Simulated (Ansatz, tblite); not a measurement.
# Ge9H16 off sphere (Ge9H16): a ladder of methods and basis sets

Aim: run the singlet of Ge9H16 off sphere (Ge9H16) at one geometry on many levels, and compare frontier levels, spin and run time.

Computed with Ansatz 0.2.0, Gaussian basis. Level: as each input shows.

The runs, in order: GFN1-xTB, GFN2-xTB, PBE-D4/def2-TZVP, r2SCAN-D4/def2-TZVP, PBE-D4/def2-SVP, PBE0-D4/def2-SVP.

1 further run of the same task is left out (set aside as unsound or not needed).

**1. The geometry**

The geometry is that of the singlet, from an earlier relaxation (r2SCAN-D4/def2-SVP).

25 atoms, charge 0, spin multiplicity 1.

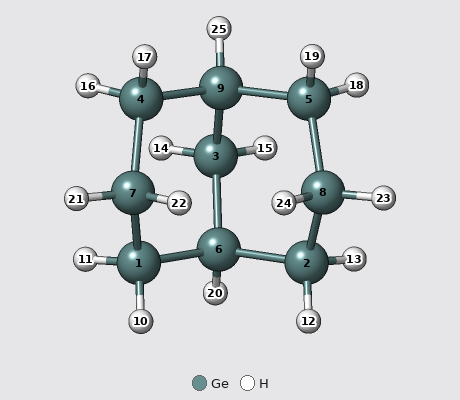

The structure; germanium teal, hydrogen white; atoms are numbered from 1 in the order of the file.

As a file:

```xyz
25
charge 0, multiplicity 1
Ge    0.2404   -2.8467    0.0049
Ge    0.2351    0.0042   -2.8462
Ge   -2.5243   -0.0065   -0.0012
Ge    0.2326   -0.0049    2.8469
Ge    0.2268    2.8470   -0.0022
Ge   -1.1149   -1.4042   -1.4011
Ge    1.5696   -1.6101    1.6138
Ge    1.5607    1.6205   -1.6151
Ge   -1.1234    1.3972    1.4012
H     1.1610   -3.7206   -0.8701
H    -0.7029   -3.7903    0.7776
H     1.1580   -0.8691   -3.7194
H    -0.7115    0.7722   -3.7904
H    -3.4306   -0.8900    0.8793
H    -3.4326    0.8732   -0.8833
H    -0.7105   -0.7806    3.7883
H     1.1484    0.8728    3.7231
H    -0.7198    3.7896   -0.7721
H     1.1449    3.7217    0.8746
H    -2.0065   -2.2980   -2.2933
H     2.2094   -2.6014    2.6068
H     2.7108   -0.8788    0.8855
H     2.1888    2.6176   -2.6098
H     2.7106    0.8992   -0.8906
H    -2.0202    2.2862    2.2929
```

PBE0-D4/def2-TZVP was run before; its log isn't repeated, and its numbers join the tables.

**2. GFN1-xTB**

Tight binding, by tblite at 300 K electronic temperature and without a spin-polarisation term:

```python
tblite.interface.Calculator('GFN1-xTB', numbers, positions, charge=0, uhf=0).singlepoint()
```

Energy -645.8504 eV, HOMO -11.77 eV, LUMO -8.25 eV; 0.12 s.

**3. GFN2-xTB**

Tight binding, by tblite at 300 K electronic temperature and without a spin-polarisation term:

```python
tblite.interface.Calculator('GFN2-xTB', numbers, positions, charge=0, uhf=0).singlepoint()
```

Energy -695.9525 eV, HOMO -10.28 eV, LUMO -5.47 eV; 0.061 s.

**4. PBE-D4/def2-TZVP**

start.molden holds the orbitals of an earlier run on this state, given as this run's starting guess.

Contents of in.yaml:

```yaml
crystal:
  periodic: [false, false, false]
  atoms:
    - {symbol: Ge, position_ang: [0.240372, -2.846684, 0.004879]}
    - {symbol: Ge, position_ang: [0.235116, 0.004239, -2.846199]}
    - {symbol: Ge, position_ang: [-2.524261, -0.006547, -0.001156]}
    - {symbol: Ge, position_ang: [0.232604, -0.004927, 2.846909]}
    - {symbol: Ge, position_ang: [0.226791, 2.846991, -0.002223]}
    - {symbol: Ge, position_ang: [-1.114894, -1.404219, -1.401139]}
    - {symbol: Ge, position_ang: [1.569620, -1.610113, 1.613800]}
    - {symbol: Ge, position_ang: [1.560713, 1.620510, -1.615118]}
    - {symbol: Ge, position_ang: [-1.123351, 1.397187, 1.401237]}
    - {symbol: H, position_ang: [1.160990, -3.720649, -0.870052]}
    - {symbol: H, position_ang: [-0.702906, -3.790330, 0.777558]}
    - {symbol: H, position_ang: [1.157990, -0.869051, -3.719410]}
    - {symbol: H, position_ang: [-0.711513, 0.772193, -3.790377]}
    - {symbol: H, position_ang: [-3.430583, -0.890008, 0.879319]}
    - {symbol: H, position_ang: [-3.432608, 0.873167, -0.883334]}
    - {symbol: H, position_ang: [-0.710489, -0.780583, 3.788304]}
    - {symbol: H, position_ang: [1.148445, 0.872828, 3.723055]}
    - {symbol: H, position_ang: [-0.719836, 3.789601, -0.772070]}
    - {symbol: H, position_ang: [1.144916, 3.721706, 0.874592]}
    - {symbol: H, position_ang: [-2.006480, -2.298019, -2.293318]}
    - {symbol: H, position_ang: [2.209383, -2.601395, 2.606784]}
    - {symbol: H, position_ang: [2.710793, -0.878790, 0.885545]}
    - {symbol: H, position_ang: [2.188847, 2.617575, -2.609817]}
    - {symbol: H, position_ang: [2.710592, 0.899156, -0.890623]}
    - {symbol: H, position_ang: [-2.020239, 2.286200, 2.292871]}
basis:
  gaussian: {orbitals: def2-TZVP, fitting: {mean_field: def2-universal-jkfit}, initial_orbitals: start.molden}
hamiltonian: {xc: pbe, dispersion: d4}
scf: {omitted_lower_state_checks: [starts]}
output: {orbitals: {seedname: orbitals}}
```

Started as:

```bash
$ ansatz run in.yaml --threads 2 --pin off --events-out ev --progress --plain --max-ram 32768MiB --backend cuda --devices 0, --max-vram 18GiB
```

What it wrote:

```text
Functional definition: PBE
  name "PBE"
  cite "Perdew, Burke & Ernzerhof, Phys. Rev. Lett. 77, 3865 (1996) doi:10.1103/PhysRevLett.77.3865"
  parent pbe
  parameter kappa = 0.804
  parameter beta = 0.06672455060314922
  exchange = pbe_x(kappa = kappa, mu = beta*pi^2/3)
  correlation = pbe_c(beta = beta)
these checks for a lower state are left out or cut short: starts
2682 factors; integrals over basis functions are off by at most 6.0e-1 eV
mean field evaluation 1: about -508850.4370 eV, gradient 2.4e1 eV
mean field evaluation 2: about -508850.9136 eV, gradient 5.9e-1 eV
mean field evaluation 4: about -508850.8849 eV, gradient 6.1e-2 eV
mean field -508850.88487981 eV, -18699.9251078152 hartree, gradient 4.6e-5 eV, S^2 0.000000; 0 other end points of the search recorded, 0 dependent functions left out
reference -508850.88495699 eV, -18699.9251106516 hartree; 152, 152 occupied and 376, 376 virtual orbitals, 2682 factors
Total energy: -508852.05140838 eV, -18699.9679769496 hartree
Checks for a lower state left out: starts
```

Wall time 9.5 s (1 × H100 (card shared with other runs) with 2 threads of AMD EPYC 7R13, shared host); peak host memory 0.99 GiB.

HOMO -6.55 eV, LUMO -1.43 eV.

**5. r2SCAN-D4/def2-TZVP**

in.yaml: that of step 4 with these lines changed.

```diff
@@ -30,4 +30,4 @@
   gaussian: {orbitals: def2-TZVP, fitting: {mean_field: def2-universal-jkfit}, initial_orbitals: start.molden}
-hamiltonian: {xc: pbe, dispersion: d4}
+hamiltonian: {xc: r2scan, dispersion: d4}
 scf: {omitted_lower_state_checks: [starts]}
-output: {orbitals: {seedname: orbitals}}
+output: {forces: true, orbitals: {seedname: orbitals}}
```

Same command.

What it wrote, cut to the lines that bear on the results:

```text
Functional definition: r2SCAN
  name "r2SCAN"
  cite "Furness, Kaplan, Ning, Perdew & Sun, J. Phys. Chem. Lett. 11, 8208 (2020) doi:10.1021/acs.jpclett.0c02405"
  cite "Furness, Kaplan, Ning, Perdew & Sun, J. Phys. Chem. Lett. 11, 9248 (2020) doi:10.1021/acs.jpclett.0c03077"
  parent r2scan
[...]
2682 factors; integrals over basis functions are off by at most 6.0e-1 eV
[...]
mean field -508926.98533932 eV, -18702.7217481194 hartree, gradient 1.4e-5 eV, S^2 0.000000; 0 other end points of the search recorded, 0 dependent functions left out
[...]
reference -508926.98536117 eV, -18702.7217489225 hartree; 152, 152 occupied and 376, 376 virtual orbitals, 2682 factors
Total energy: -508927.29002736 eV, -18702.7329451984 hartree
Atom 0 at     0.240372    -2.846684     0.004879 Å, force     0.000441    -0.017221     0.001126 eV/Å
[...]
Atom 16 at     1.148445     0.872828     3.723055 Å, force    -0.024281    -0.022434    -0.016363 eV/Å
Atom 17 at    -0.719836     3.789601    -0.772070 Å, force     0.024392    -0.020186     0.016845 eV/Å
Atom 18 at     1.144916     3.721706     0.874592 Å, force    -0.024533    -0.015932    -0.022338 eV/Å
Atom 19 at    -2.006480    -2.298019    -2.293318 Å, force     0.018746     0.015468     0.015069 eV/Å
Atom 20 at     2.209383    -2.601395     2.606784 Å, force    -0.006326     0.029112    -0.029080 eV/Å
Atom 21 at     2.710793    -0.878790     0.885545 Å, force    -0.023296    -0.016150     0.016032 eV/Å
Atom 22 at     2.188847     2.617575    -2.609817 Å, force    -0.006004    -0.029518     0.029281 eV/Å
Atom 23 at     2.710592     0.899156    -0.890623 Å, force    -0.023917     0.015897    -0.015861 eV/Å
Atom 24 at    -2.020239     2.286200     2.292871 Å, force     0.018821    -0.015041    -0.015283 eV/Å
Dipole moment:     0.006336    -0.000330     0.000216 e Å
Checks for a lower state left out: starts
```

Run time: 10 s. Hardware: 1 × H100 (card shared with other runs) with 2 threads of AMD EPYC 7R13, shared host; peak host memory 1.1 GiB.

HOMO -6.81 eV, LUMO -1.29 eV.

**6. PBE-D4/def2-SVP**

in.yaml: that of step 5 with these lines changed.

```diff
@@ -29,5 +29,5 @@
 basis:
-  gaussian: {orbitals: def2-TZVP, fitting: {mean_field: def2-universal-jkfit}, initial_orbitals: start.molden}
-hamiltonian: {xc: r2scan, dispersion: d4}
+  gaussian: {orbitals: def2-SVP, initial_orbitals: start.molden}
+hamiltonian: {xc: pbe, dispersion: d4}
 scf: {omitted_lower_state_checks: [starts]}
-output: {forces: true, orbitals: {seedname: orbitals}}
+output: {orbitals: {seedname: orbitals}}
```

Launched as before.

What it wrote:

```text
Functional definition: PBE
  name "PBE"
  cite "Perdew, Burke & Ernzerhof, Phys. Rev. Lett. 77, 3865 (1996) doi:10.1103/PhysRevLett.77.3865"
  parent pbe
  parameter kappa = 0.804
  parameter beta = 0.06672455060314922
  exchange = pbe_x(kappa = kappa, mu = beta*pi^2/3)
  correlation = pbe_c(beta = beta)
these checks for a lower state are left out or cut short: starts
4087 factors; their error is unknown
mean field evaluation 1: about -508786.4387 eV, gradient 1.7e1 eV
mean field evaluation 2: about -508786.8820 eV, gradient 4.3e-1 eV
mean field evaluation 4: about -508786.5735 eV, gradient 1.0e-3 eV
mean field -508786.57351242 eV, -18697.5617086557 hartree, gradient 7.8e-6 eV, S^2 0.000000; 0 other end points of the search recorded, 0 dependent functions left out
reference -508786.57358001 eV, -18697.5617111395 hartree; 152, 152 occupied and 216, 216 virtual orbitals, 4087 factors
Total energy: -508787.74003140 eV, -18697.6045774375 hartree
Checks for a lower state left out: starts
```

Run time: 9 s. Hardware: 1 × H100 (card shared with other runs) with 2 threads of AMD EPYC 7R13, shared host; peak host memory 1 GiB.

Report: HOMO -6.51 eV, LUMO -1.27 eV.

**7. PBE0-D4/def2-SVP**

in.yaml: that of step 6 with these lines changed.

```diff
@@ -30,3 +30,3 @@
   gaussian: {orbitals: def2-SVP, initial_orbitals: start.molden}
-hamiltonian: {xc: pbe, dispersion: d4}
+hamiltonian: {xc: pbe0, dispersion: d4}
 scf: {omitted_lower_state_checks: [starts]}
```

The command is unchanged.

What it wrote:

```text
Functional definition: PBE0
  name "PBE0"
  cite "Adamo & Barone, J. Chem. Phys. 110, 6158 (1999) doi:10.1063/1.478522"
  cite "Perdew, Burke & Ernzerhof, Phys. Rev. Lett. 77, 3865 (1996) doi:10.1103/PhysRevLett.77.3865"
  parent pbe
  parameter a = 0.25
  parameter kappa = 0.804
  parameter beta = 0.06672455060314922
  exchange = (1 - a)*pbe_x(kappa = kappa, mu = beta*pi^2/3) + a*exact_x
  correlation = pbe_c(beta = beta)
these checks for a lower state are left out or cut short: starts
3660 factors; integrals over basis functions are off by at most 1.2e-3 eV
mean field evaluation 1: about -508800.6894 eV, gradient 5.7e0 eV
mean field evaluation 2: about -508800.7294 eV, gradient 4.2e-2 eV
mean field evaluation 4: about -508800.8083 eV, gradient 4.6e-4 eV
mean field -508800.80826000 eV, -18698.0848259805 hartree, gradient 1.5e-5 eV, S^2 0.000000; 0 other end points of the search recorded, 0 dependent functions left out
reference -508800.80831074 eV, -18698.0848278450 hartree; 152, 152 occupied and 216, 216 virtual orbitals, 3660 factors
Total energy: -508801.85709403 eV, -18698.1233699199 hartree
Checks for a lower state left out: starts
```

Run time: 12 s. Hardware: 1 × H100 (card shared with other runs) with 2 threads of AMD EPYC 7R13, shared host; peak host memory 1 GiB.

HOMO -7.54 eV, LUMO -0.60 eV.

**8. Comparison**

```tsv
level	functions	HOMO (eV)	LUMO (eV)	gap (eV)	time
PBE-D4/def2-SVP	368	-6.51	-1.27	5.24	9 s
PBE-D4/def2-TZVP	528	-6.55	-1.43	5.11	9.5 s
r2SCAN-D4/def2-TZVP	528	-6.81	-1.29	5.52	10 s
PBE0-D4/def2-SVP	368	-7.54	-0.60	6.94	12 s
PBE0-D4/def2-TZVP	528	-7.54	-0.75	6.80	7 s
```

**9. Binding energy**

Free atoms were run apart at each level; binding is atoms less cluster, divided by the number of atoms, without zero-point or spin-orbit terms.

```tsv
level	binding an atom (eV)
PBE-D4/def2-SVP	2.783
PBE-D4/def2-TZVP	2.785
r2SCAN-D4/def2-TZVP	2.834
PBE0-D4/def2-SVP	2.790
PBE0-D4/def2-TZVP	2.790
```

**10. What came out**

| quantity | value |
| --- | --- |
| gap in def2-TZVP, named functionals, smallest and largest | 5.11 eV (PBE-D4), 6.80 eV (PBE0-D4) |
| binding an atom, functionals in def2-TZVP | 2.78 (PBE-D4) to 2.83 eV (r2SCAN-D4) |
| PBE0 total energy, smallest basis above largest | 64.02 eV (def2-SVP, def2-TZVP) |

What this shows: Over the named functionals in def2-TZVP the gap runs from 5.11 eV (PBE-D4) to 6.80 eV (PBE0-D4); exact exchange widens it.

The slowest run with a step of its own, PBE0-D4/def2-SVP, took 12 s; the quickest functional in def2-TZVP took 7 s (shared host).
